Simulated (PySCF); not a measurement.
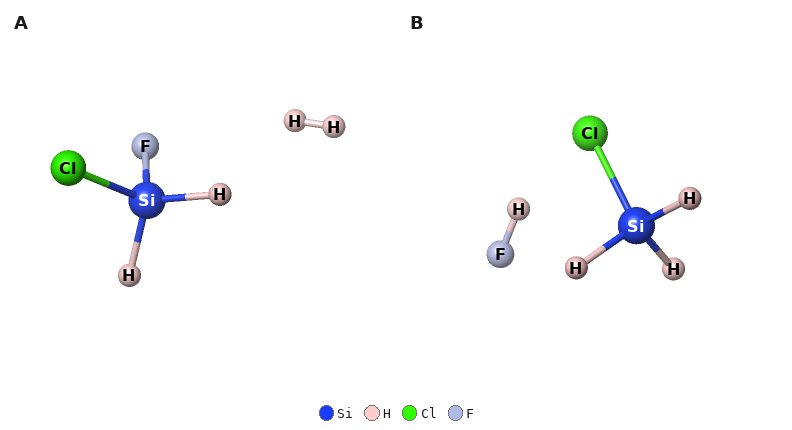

2 stationary structures of one formula. Geometries: PBE0-D4/def2-TZVP. Electronic energies: CCSD(T)/CBS (MP2 limit from def2-TZVPP and def2-QZVPP plus CCSD(T) − MP2) (PySCF 2.14.0), without zero-point energy. No frequency run is at hand to confirm each as a minimum. Each is one conformer, not always the lowest.

### Which is lowest in energy, and by how much?

A is lowest (C1); B lies 1.106 eV above it.
